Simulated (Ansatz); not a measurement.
# Ge (diamond structure), cut as [110] fin, 0.29 nm along [001] by 0.81 nm along [1-10], dimers on {100} faces

Level of theory: PBE (plane waves to 420 eV, PAW; Ansatz, a first-principles code).

k-points: Γ-centred 1×1×3 mesh; occupations: Fermi-Dirac, 0.020 eV; spin polarisation not allowed. No spin-orbit coupling.

 The relaxation kept the symmetry of its start, so a lower minimum of less symmetry isn't excluded. The period along the axis is held at the bulk value.

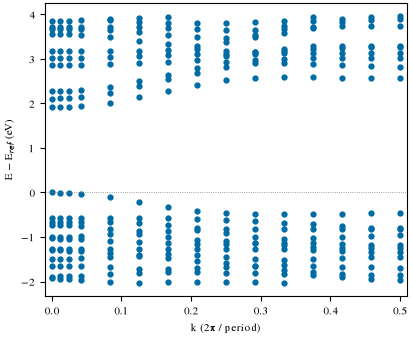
Levels along the axis at 15 k-points, drawn as points, zero at the top of the valence band

Electronic character: not metallic; Kohn-Sham band gap: 1.91 eV. Only levels within the plotted window are shown.
